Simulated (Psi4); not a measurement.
# SiH2O2F (SMILES O[Si](O)F) at UCAM-B3LYP/aug-cc-pVDZ

What is the energy change on altering one bond length of SiH2O2F at UCAM-B3LYP/aug-cc-pVDZ? 

The results are computed with Psi4 1.11.

1 further run of the same task is left out (set aside as unsound or not needed).

**1. The structure to begin with**

SiH2O2F: 6 atoms, total charge 0, spin state doublet. SMILES: `O[Si](O)F`. The shape is that of a PBE0-D4/def2-TZVP optimisation. This is one conformer, not always the lowest.

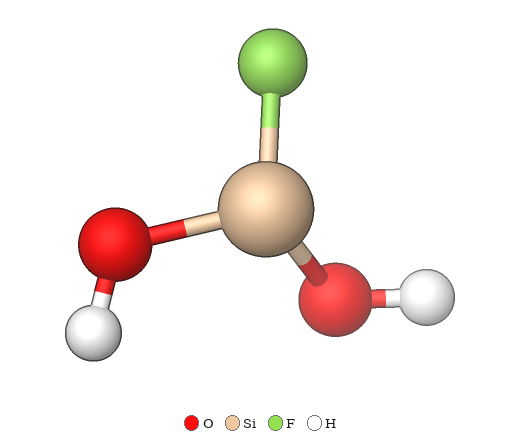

The structure, seen from a chosen angle (oxygen red, silicon light orange, fluorine green, hydrogen white).

**2. Energy and forces at UCAM-B3LYP/aug-cc-pVDZ**

The input, fh2o2si.json:

```json
{
 "schema_name": "qcschema_input",
 "schema_version": 1,
 "molecule": {
  "schema_name": "qcschema_molecule",
  "schema_version": 2,
  "symbols": ["O", "Si", "O", "F", "H", "H"],
  "geometry": [-1.67675399, 1.95019736, -1.18353547, 0.72357613, 0.04951082, -0.84376271, 0.65441216, -1.05956944, 2.04732928, 0.30122234, -2.14276045, -2.86539172, -1.98723599, 3.1346777, 0.15325679, 2.06414785, -2.05337641, 2.60498746],
  "molecular_charge": 0,
  "molecular_multiplicity": 2,
  "fix_symmetry": "c1",
  "fix_com": true,
  "fix_orientation": true
 },
 "driver": "gradient",
 "model": {
  "method": "cam-b3lyp",
  "basis": "aug-cc-pVDZ"
 },
 "keywords": {
  "reference": "uks",
  "puream": true,
  "e_convergence": 1e-09,
  "d_convergence": 1e-08,
  "scf_type": "pk",
  "dft_radial_points": 99,
  "dft_spherical_points": 590,
  "maxiter": 200,
  "scf_properties": ["MULLIKEN_CHARGES", "DIPOLE", "LOWDIN_CHARGES"]
 }
}
```

Started as:

```
$ psi4 --qcschema fh2o2si.json -n 1 --memory 1600MB
```

stdout:

```text
[...]
                   'protocols': {'error_correction': {'default_policy': True, 'policies': None},
                                 'native_files': 'none',
[...]
  Running in c1 symmetry.
[...]
  Nuclear repulsion =  177.531812579190955
[...]
  Multiplicity = 2
[...]
  Nalpha       = 21
  Nbeta        = 20
[...]
    Number of basis functions: 114
[...]
   @UKS iter   1:  -540.72047766965352   -3.91676e-01   8.38672e-03 DIIS/ADIIS
[...]
   @UKS iter  13:  -541.05669473992282   -2.16005e-12   3.67430e-09 DIIS
[...]
   @S^2 Observed:                7.517021209E-01
[...]
    Orbital Energies [Eh]
    ---------------------
    Alpha Occupied:
       1A    -66.313052     2A    -24.783304     3A    -19.253766
       4A    -19.248935     5A     -5.448765     6A     -3.808733
       7A     -3.808457     8A     -3.807386     9A     -1.285261
      10A     -1.131063    11A     -1.109763    12A     -0.680154
      13A     -0.622171    14A     -0.584160    15A     -0.531068
      16A     -0.518367    17A     -0.488585    18A     -0.473174
      19A     -0.438725    20A     -0.432104    21A     -0.288026
    Alpha Virtual:
      22A      0.006854    23A      0.016343    24A      0.038376
      25A      0.042205    26A      0.060390    27A      0.091266
[...]
  @UKS Final Energy:  -541.05669473992282
   => Energetics <=
    Nuclear Repulsion Energy =            177.5318125791909551
    One-Electron Energy =               -1101.9857172535157588
    Two-Electron Energy =                 420.3989222911170032
    DFT Exchange-Correlation Energy =     -37.0017123567149682
    Empirical Dispersion Energy =           0.0000000000000000
    VV10 Nonlocal Energy =                  0.0000000000000000
    Total Energy =                       -541.0566947399228184
[...]
 Multipole Moments:
 ------------------------------------------------------------------------------------
     Multipole            Electronic (a.u.)      Nuclear  (a.u.)        Total (a.u.)
 ------------------------------------------------------------------------------------
 L = 1.  Multiply by 2.5417464519 to convert [e a0] to [Debye]
 Dipole X            :         -4.1906035            4.7392441            0.5486406
 Dipole Y            :         10.7269539          -10.3853679            0.3415859
 Dipole Z            :         28.7270476          -27.9326087            0.7944389
 Magnitude           :                                                    1.0241195
[...]
  Mulliken Charges: (a.u.)
   Center  Symbol    Alpha    Beta     Spin     Total
       1     O     4.30751  4.26845  0.03906 -0.57596
       2    SI     6.71254  5.78490  0.92764  1.50256
       3     O     4.30937  4.24657  0.06280 -0.55594
       4     F     4.77419  4.78482 -0.01064 -0.55901
       5     H     0.45277  0.45696 -0.00419  0.09028
       6     H     0.44363  0.45830 -0.01467  0.09807
   Total alpha = 21.00000, Total beta = 20.00000, Total charge =  0.00000
  Lowdin Charges: (a.u.)
   Center  Symbol    Alpha    Beta     Spin     Total
[...]
  -Total Gradient:
     Atom            X                  Y                   Z
    ------   -----------------  -----------------  -----------------
       1        0.017525943664    -0.011656818030     0.004205887919
       2       -0.024192806151    -0.015665455113     0.000310212244
       3        0.002375662876     0.007061313956    -0.020014714004
       4        0.004886861618     0.021036482145     0.019487514836
       5        0.001401871316    -0.002705642950    -0.001972984081
       6       -0.001986295641     0.001913969883    -0.002060021478
[...]
```

The result, in JSON:

```text
{
 "driver": "gradient",
 "model": {
  "method": "cam-b3lyp",
  "basis": "aug-cc-pVDZ"
 },
 "success": true,
 "return_result": [0.0175259436636713, -0.01165681802985953, 0.004205887919312534, -0.024192806150857893, -0.015665455113487332, 0.00031021224352022203, 0.0023756628763128285, 0.007061313956415502, -0.02001471400370112, 0.0048868616178125174, 0.021036482145428276, 0.01948751483551829, 0.001401871315999434, -0.002705642949855397, -0.0019729840807104493, -0.0019862956405997945, 0.001913969882832739, -0.0020600214779803866],
 "properties": {
  "calcinfo_nbasis": 114,
  "calcinfo_nmo": 114,
  "calcinfo_nalpha": 21,
  "calcinfo_nbeta": 20,
  "calcinfo_natom": 6,
  "nuclear_repulsion_energy": 177.53181257919096,
  "return_energy": -541.0566947399228,
  "return_gradient": [0.0175259436636713, -0.01165681802985953, 0.004205887919312534, -0.024192806150857893, -0.015665455113487332, 0.00031021224352022203, 0.0023756628763128285, 0.007061313956415502, -0.02001471400370112, 0.0048868616178125174, 0.021036482145428276, 0.01948751483551829, 0.001401871315999434, -0.002705642949855397, -0.0019729840807104493, -0.0019862956405997945, 0.001913969882832739, -0.0020600214779803866],
  "scf_one_electron_energy": -1101.9857172535158,
  "scf_two_electron_energy": 420.398922291117,
  "scf_xc_energy": -37.00171235671497,
  "scf_dipole_moment": [0.5486406017141707, 0.3415859370264851, 0.7944389422039535],
  "scf_total_energy": -541.0566947399228,
  "scf_total_gradient": [0.0175259436636713, -0.01165681802985953, 0.004205887919312534, -0.024192806150857893, -0.015665455113487332, 0.00031021224352022203, 0.0023756628763128285, 0.007061313956415502, -0.02001471400370112, 0.0048868616178125174, 0.021036482145428276, 0.01948751483551829, 0.001401871315999434, -0.002705642949855397, -0.0019729840807104493, -0.0019862956405997945, 0.001913969882832739, -0.0020600214779803866],
  "scf_iterations": 13
 }
}
```

It took 2.7 min on 1 thread of Intel Xeon Platinum 8259CL at 2.50GHz (Skylake/Cascade Lake), shared host; peak memory 0.9 GiB.

**3. The distorted shape**

The input, job.inp:

```
memory 1.6 GB

molecule geom {
  0 2
  O     -0.708496     1.960100     0.229558
  Si     0.561704     0.954300     0.409358
  O      0.525104     0.367400     1.939258
  F      0.159400    -1.133900    -1.516300
  H     -0.872796     2.586900     0.936958
  H      1.271104    -0.158500     2.234358
  symmetry c1
}

set {
  reference            uks
  puream               true
  e_convergence        1e-09
  d_convergence        1e-08
  scf_type             pk
  dft_radial_points    99
  dft_spherical_points 590
  maxiter              200
}

e_tot, wfn = gradient('cam-b3lyp/aug-cc-pVDZ', return_wfn=True)
oeprop(wfn, 'MAYER_INDICES', 'DIPOLE', 'WIBERG_LOWDIN_INDICES')
```

Started as:

```
$ psi4 -n 1 job.inp job.out
```

job.out, cut to the lines that bear on the results:

```text
[...]
  Running in c1 symmetry.
[...]
  Nuclear repulsion =  149.562095960206875
[...]
  Multiplicity = 2
[...]
  Nalpha       = 21
  Nbeta        = 20
[...]
    Number of basis functions: 114
[...]
   @UKS iter   1:  -540.46159867667086   -5.85035e-01   9.17139e-03 ADIIS/DIIS
[...]
   @UKS iter  21:  -540.92249557559671   -3.75167e-11   7.37241e-09 DIIS
[...]
   @S^2 Observed:                7.921700741E-01
[...]
  @UKS Final Energy:  -540.92249557559671
   => Energetics <=
    Nuclear Repulsion Energy =            149.5620959602068751
    One-Electron Energy =               -1046.0969124029275008
    Two-Electron Energy =                 392.4642775764091311
    DFT Exchange-Correlation Energy =     -36.8519567092852753
    Empirical Dispersion Energy =           0.0000000000000000
    VV10 Nonlocal Energy =                  0.0000000000000000
    Total Energy =                       -540.9224955755967130
[...]
  -Total Gradient:
     Atom            X                  Y                   Z
    ------   -----------------  -----------------  -----------------
       1        0.006223796777    -0.010755517708     0.002805356362
       2       -0.008866853491     0.034891499367     0.041674285982
       3        0.003387319425    -0.003454373962    -0.016044436846
       4       -0.005447820515    -0.022085615341    -0.020467943922
       5        0.007830286353    -0.003853540935    -0.006238260695
       6       -0.003130284846     0.005250875857    -0.001731866129
[...]
 Multipole Moments:
 ------------------------------------------------------------------------------------
     Multipole            Electronic (a.u.)      Nuclear  (a.u.)        Total (a.u.)
 ------------------------------------------------------------------------------------
 L = 1.  Multiply by 2.5417464519 to convert [e a0] to [Debye]
 Dipole X            :          0.6667833            0.0416178            0.7084011
 Dipole Y            :         -1.3931836            2.8450862            1.4519026
 Dipole Z            :         -2.2844126            4.1786127            1.8942000
 Magnitude           :                                                    2.4895476
[...]
```

Run time: 3.3 min. Hardware: 1 thread of Intel Xeon Platinum 8259CL at 2.50GHz (Skylake/Cascade Lake), shared host; peak memory 0.9 GiB.

**4. Summary of results**

At UCAM-B3LYP/aug-cc-pVDZ:

| quantity | value |
| --- | --- |
| first shape: total energy | -541.05669 Eh |
| first shape: dipole moment | 2.60 D |
| first shape: HOMO energy (highest over α and β) | -7.84 eV |
| first shape: LUMO energy (lowest over α and β) | -1.78 eV |
| first shape: ⟨S²⟩ | 0.752 |
| first shape: largest force on an atom | 1.496 eV/Å |
| distorted shape: total energy | -540.92250 Eh |
| distorted shape: dipole moment | 6.33 D |
| distorted shape: HOMO energy (highest over α and β) | -9.19 eV |
| distorted shape: LUMO energy (lowest over α and β) | -4.11 eV |
| distorted shape: ⟨S²⟩ | 0.792 |
| distorted shape: largest force on an atom | 2.832 eV/Å |
| energy change with the Si2–F4 bond stretched from 1.594 to 2.869 Å | 3.652 eV |

With the Si2–F4 bond stretched from 1.594 to 2.869 Å the energy rises by 3.65 eV (352 kJ/mol). The first shape isn't relaxed at this level, so the change isn't measured from a minimum. The largest force (first shape) is 1.50 eV/Å: the shape isn't a stationary point for this species at this level. Mulliken charges (first shape) run from -0.58 on O1 to +1.50 on Si2; in a basis this large or diffuse they mean little.
